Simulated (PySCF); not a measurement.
```yaml
atoms:
  - { symbol: C, position_ang: [-0.9448, 1.2892, -1.2057] }
  - { symbol: C, position_ang: [-1.0607, 0.2331, -0.3589] }
  - { symbol: C, position_ang: [-2.4230, -0.3289, -0.0478] }
  - { symbol: C, position_ang: [0.0363, -0.4268, 0.2315] }
  - { symbol: C, position_ang: [1.3721, 0.0672, 0.3777] }
  - { symbol: C, position_ang: [2.4264, -0.9719, 0.6515] }
  - { symbol: N, position_ang: [1.7656, 1.2861, 0.3505] }
  - { symbol: H, position_ang: [-1.8165, 1.7691, -1.6157] }
  - { symbol: H, position_ang: [0.0093, 1.6484, -1.5478] }
  - { symbol: H, position_ang: [-3.1981, 0.1962, -0.5990] }
  - { symbol: H, position_ang: [-2.6306, -0.2402, 1.0178] }
  - { symbol: H, position_ang: [-2.4637, -1.3851, -0.3090] }
  - { symbol: H, position_ang: [-0.1514, -1.4105, 0.6418] }
  - { symbol: H, position_ang: [2.2001, -1.4994, 1.5764] }
  - { symbol: H, position_ang: [3.3924, -0.4852, 0.7421] }
  - { symbol: H, position_ang: [2.4595, -1.6992, -0.1577] }
  - { symbol: H, position_ang: [1.0202, 1.9699, 0.2425] }
```

Geometry: GFN2-xTB.

All numbers below come from PySCF 2.14.0, density-fitted response routines, UKS B3LYP, pcH-1 on C H N, non-relativistic, mean-field spin-orbit, GIAO.

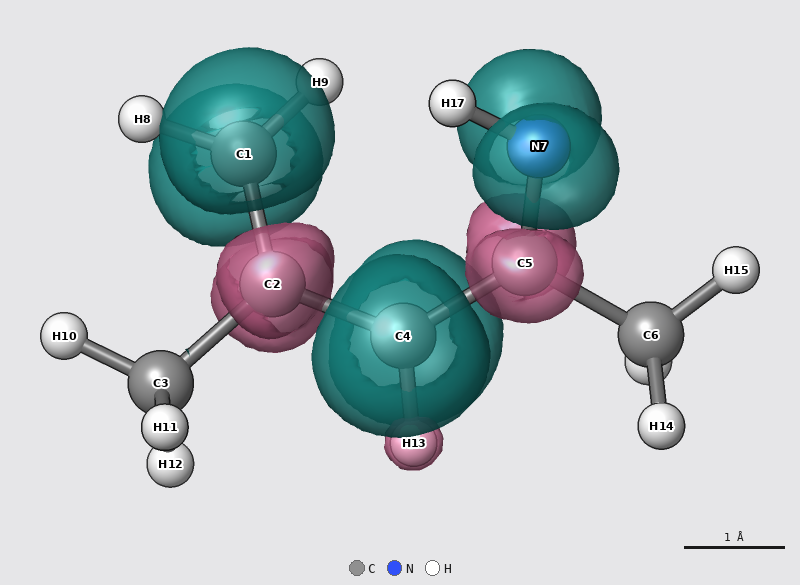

C₆H₁₀N (SMILES [H]/N=C(C)\C=C(/[CH2])C) (doublet). Isosurfaces of the spin density (α minus β) at +0.02 (teal) and −0.02 e/Å³ (pink), seen across its widest extent.

Question: Which atoms carry the spin?

Answer: The unpaired spin (1 electron) lies mostly on C4 (about 0.4), C1 (about 0.3) and N7 (about 0.2), in electrons by Hirshfeld's partition.
